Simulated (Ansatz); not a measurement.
Start from Al₂O₃ in the corundum structure (space group R-3c, No. 167; a = 4.729 Å, c = 12.892 Å (hexagonal axes)). Axes: x lies along a and z along c of the hexagonal cell.

Structures relaxed with DFT with LDA, PAW potentials and a 420 eV plane-wave cutoff in Ansatz (a first-principles code), no SOC.

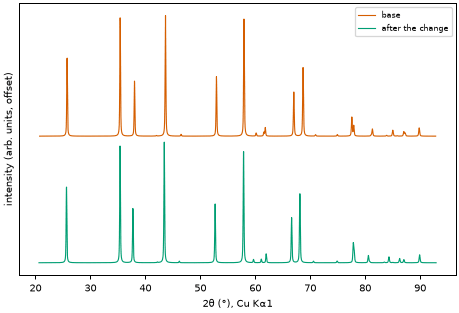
Simulated powder patterns before (top) and after one change

Question: Which of these changes matches the shifts?
(A) biaxial strain +1.50 %, plane normal [001], relaxed out of plane
(B) biaxial strain +2.25 %, plane normal [001], relaxed out of plane
(C) biaxial strain +0.75 %, plane normal [001], relaxed out of plane

Answer: C, biaxial strain +0.75 %, plane normal [001], relaxed out of plane. Its volume per atom is 8.42 Å³ against 8.32 Å³, and its space group is R-3c (No. 167).

Stability against distortions was not tested.
